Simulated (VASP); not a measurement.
Band structure of AlN (space group Fm-3m). These are PBEsol GGA, VASP's PBE PAW potentials (set 64) (plane waves; VASP 6.6.1) values and carry that method's errors.

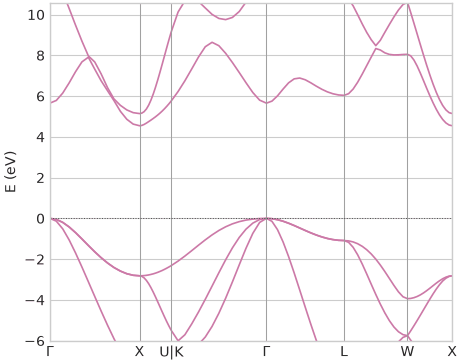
Figure: Bands along high-symmetry lines, zero at the valence-band maximum or, without a gap, the Fermi level

**Question.** Read the plot: is there a gap, and where are the band edges?

**Answer.** The gap is indirect, 4.54 eV, from the valence maximum at Γ to the conduction minimum at X. (Edges off the drawn lines would not show.)

The structure comes from a computed database's AlN entry (Fm-3m); how it stands against other phases isn't given here. It was relaxed first.
